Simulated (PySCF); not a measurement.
SMILES CO[SiH] (CH4OSi), singlet at its B3LYP/def2-SVP optimised geometry (Å):

```
7

Si    -1.5313    -1.0191     0.0000
H     -1.7268     0.5284     0.0000
O      0.1346    -1.0191     0.0000
C      1.0823     0.0269     0.0001
H      1.7249    -0.0563     0.8926
H      1.7268    -0.0581    -0.8909
H      0.5946     1.0191    -0.0013
```

Computed with B3LYP/def2-TZVP (PySCF). Cells within 0.4 Å of a nucleus heavier than hydrogen are left out (blank, or x).

Map of the log10 of the electron density (e/bohr³), floored at −4 on the plane z = 0.0 Å:

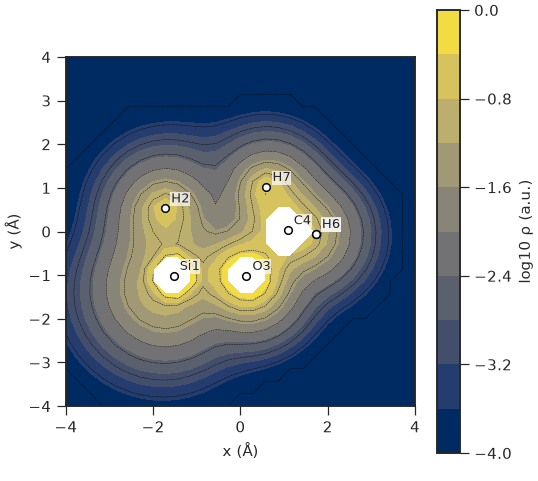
*Log10 of the electron density (e/bohr³), floored at −4 on the plane z = 0.0 Å.*
